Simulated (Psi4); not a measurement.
# UB2PLYP/def2-SVP (density fitting for correlation) run of SiClOF2 (SMILES [O][Si](F)(F)Cl)

What is the vertical ionisation energy of SiClOF2 at UB2PLYP/def2-SVP (density fitting for correlation)? 

Program for the calculation: Psi4 1.11.

5 further runs of the same task are left out: 4 that didn't finish, 1 set aside as unsound or not needed.

## Step 1: Starting point

SiClOF2: 5 atoms, total charge 0, spin state doublet. As SMILES, `[O][Si](F)(F)Cl`. The coordinates come from a PBE0-D4/def2-TZVP relaxation.

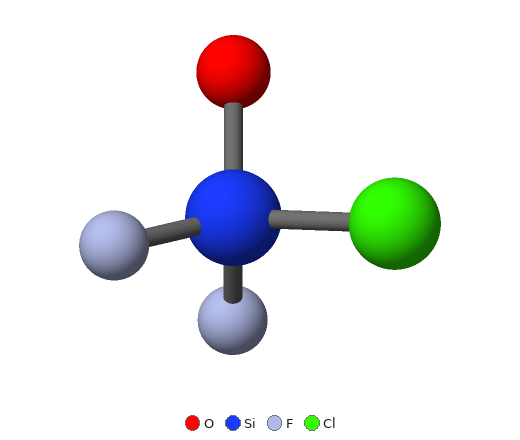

The structure, seen from a chosen angle (oxygen red, silicon blue, fluorine light blue, chlorine green).

## Step 2: A single-point energy at UB2PLYP/def2-SVP (density fitting for correlation)

Contents of run.py:

```python
import numpy as np
from ase.calculators.psi4 import Psi4
from ase import Atoms

mol = Atoms(['O', 'Si', 'F', 'F', 'Cl'], positions=[
    [-0.173100, 0.048700, 1.622400],
    [0.071000, -0.092200, 0.005600],
    [-0.374600, -1.493300, -0.542700],
    [1.581700, 0.074400, -0.383900],
    [-1.055100, 1.388700, -0.742800],
])
calc = Psi4(atoms=mol, method='b2plyp', basis='def2-SVP', memory='2200MB', num_threads=1, charge=0, multiplicity=2, label='psi4-calc', reference='uks')
calc.psi4.set_options({'puream': True, 'e_convergence': 1e-09, 'd_convergence': 1e-08, 'scf_type': 'pk', 'dft_radial_points': 99, 'dft_spherical_points': 590, 'num_frozen_docc': 13, 'maxiter': 100})
mol.calc = calc

print(f'energy: {mol.get_potential_energy():.6f} eV')
```

Started as:

```bash
python run.py
```

psi4-calc.dat, shortened:

```text
[...]
  Running in c1 symmetry.
[...]
  Nuclear repulsion =  309.297036644550076
[...]
  Multiplicity = 2
[...]
  Nalpha       = 29
  Nbeta        = 28
[...]
    Number of basis functions: 78
[...]
   @UKS iter   1: -1023.15853569142928   -2.65924e-01   1.05252e-02 DIIS/ADIIS
[...]
   @UKS iter  17: -1023.56297716020720   -1.02318e-12   4.51781e-09 DIIS
[...]
   @S^2 Observed:                7.534614059E-01
[...]
    Orbital Energies [Eh]
    ---------------------
    Alpha Occupied:
       1A   -102.917163     2A    -67.383975     3A    -25.392755
       4A    -25.392689     5A    -19.829327     6A     -9.952592
       7A     -7.597658     8A     -7.593015     9A     -7.592273
      10A     -5.783079    11A     -4.042352    12A     -4.042157
      13A     -4.041206    14A     -1.392612    15A     -1.369423
      16A     -1.180584    17A     -0.985709    18A     -0.689496
      19A     -0.628035    20A     -0.609940    21A     -0.601889
      22A     -0.570411    23A     -0.566249    24A     -0.550468
      25A     -0.533921    26A     -0.494073    27A     -0.478671
      28A     -0.427289    29A     -0.427138
    Alpha Virtual:
[...]
  @UKS Final Energy: -1023.56297716020720
   => Energetics <=
    Nuclear Repulsion Energy =            309.2970366445500758
    One-Electron Energy =               -2033.4220621304539236
    Two-Electron Energy =                 738.1990148045881597
    DFT Exchange-Correlation Energy =     -37.6369664788916225
    Empirical Dispersion Energy =           0.0000000000000000
    VV10 Nonlocal Energy =                  0.0000000000000000
    Total Energy =                      -1023.5629771602071969
[...]
 Multipole Moments:
 ------------------------------------------------------------------------------------
     Multipole            Electronic (a.u.)      Nuclear  (a.u.)        Total (a.u.)
 ------------------------------------------------------------------------------------
 L = 1.  Multiply by 2.5417464519 to convert [e a0] to [Debye]
 Dipole X            :          0.4525128           -0.5221094           -0.0695966
 Dipole Y            :         -0.4343963            0.5355367            0.1011404
 Dipole Z            :         -1.2831660            1.1473129           -0.1358531
 Magnitude           :                                                    0.1831097
[...]
```

On the terminal:

```text
energy: -27858.965675 eV
```

It took 35 s on 1 thread of AMD EPYC 7R43 (Zen 3), shared host; peak memory 0.77 GiB.

## Step 3: The singlet cation, same level

Contents of clf2osi.py:

```python
import psi4

psi4.set_memory('2200 MB')
psi4.set_num_threads(1)
psi4.core.set_output_file('clf2osi.out', False)

geom = psi4.geometry("""
1 1
O
Si 1 1.641182
F 2 1.569163 1 112.25019
F 2 1.568974 3 106.34931 1 123.1188
Cl 2 2.00531 4 111.69319 3 -122.08272
symmetry c1
""")

options = {'basis': 'def2-SVP', 'puream': True, 'e_convergence': 1e-09, 'd_convergence': 1e-08, 'scf_type': 'pk', 'dft_radial_points': 99, 'dft_spherical_points': 590, 'num_frozen_docc': 13}
psi4.set_options(options)

energy_value, wavefunction = psi4.energy('B2PLYP', return_wfn=True)
print(f'B2PLYP energy: {energy_value:.10f} Eh')
```

Started as:

```bash
python clf2osi.py
```

clf2osi.out, shortened:

```text
[...]
  Running in c1 symmetry.
[...]
  Nuclear repulsion =  309.297084517548797
[...]
  Multiplicity = 1
[...]
  Nalpha       = 28
  Nbeta        = 28
[...]
    Number of basis functions: 78
[...]
   @RKS iter   1: -1022.48875587200223    4.03857e-01   1.14915e-02 ADIIS/DIIS
[...]
   @RKS iter  17: -1023.02884495326043   -7.27596e-12   9.68203e-09 DIIS
[...]
    Orbital Energies [Eh]
    ---------------------
    Doubly Occupied:
       1A   -103.254137     2A    -67.643176     3A    -25.609042
       4A    -25.608977     5A    -20.206832     6A    -10.285042
       7A     -7.930643     8A     -7.925855     9A     -7.922173
      10A     -6.042151    11A     -4.301942    12A     -4.301082
      13A     -4.300078    14A     -1.605390    15A     -1.580749
      16A     -1.467090    17A     -1.281052    18A     -0.927054
      19A     -0.856845    20A     -0.848160    21A     -0.834106
      22A     -0.800890    23A     -0.787129    24A     -0.769807
      25A     -0.763857    26A     -0.750458    27A     -0.714087
      28A     -0.710321
[...]
  @RKS Final Energy: -1023.02884495326043
   => Energetics <=
    Nuclear Repulsion Energy =            309.2970845175487966
    One-Electron Energy =               -2017.8217393790419010
    Two-Electron Energy =                 722.9058951715852572
    DFT Exchange-Correlation Energy =     -37.4100852633524568
    Empirical Dispersion Energy =           0.0000000000000000
    VV10 Nonlocal Energy =                  0.0000000000000000
    Total Energy =                      -1023.0288449532604318
[...]
 Multipole Moments:
 ------------------------------------------------------------------------------------
     Multipole            Electronic (a.u.)      Nuclear  (a.u.)        Total (a.u.)
 ------------------------------------------------------------------------------------
 L = 1.  Multiply by 2.5417464519 to convert [e a0] to [Debye]
 Dipole X            :          0.4284818            0.4763844            0.9048661
 Dipole Y            :          0.2489516            0.2766153            0.5255669
 Dipole Z            :          0.6217668           -1.2539002           -0.6321334
 Magnitude           :                                                    1.2225367
[...]
```

On the terminal:

```text
B2PLYP energy: -1023.2983571023 Eh
```

Run time: 21 s. Hardware: 1 thread of AMD EPYC 7R43 (Zen 3), shared host; peak memory 0.73 GiB.

## Step 4: Results

At UB2PLYP/def2-SVP (density fitting for correlation), 13 core orbitals frozen:

| quantity | value |
| --- | --- |
| doublet SiClOF2: total energy | -1023.79811 Eh |
| doublet SiClOF2: HOMO energy (SCF part's orbitals) (highest over α and β) | -11.51 eV |
| doublet SiClOF2: LUMO energy (SCF part's orbitals) (lowest over α and β) | -3.33 eV |
| doublet SiClOF2: ⟨S²⟩ | 0.753 |
| singlet cation: total energy | -1023.29836 Eh |
| singlet cation: HOMO energy (SCF part's orbitals) | -19.33 eV |
| singlet cation: LUMO energy (SCF part's orbitals) | -14.90 eV |
| singlet cation: HOMO–LUMO gap (SCF part's orbitals) | 4.43 eV |
| vertical ionisation energy (to the singlet cation) | 13.599 eV |

The vertical ionisation energy comes to 13.60 eV (1312 kJ/mol). Only the singlet of the ionised species was computed; a triplet could lie lower.
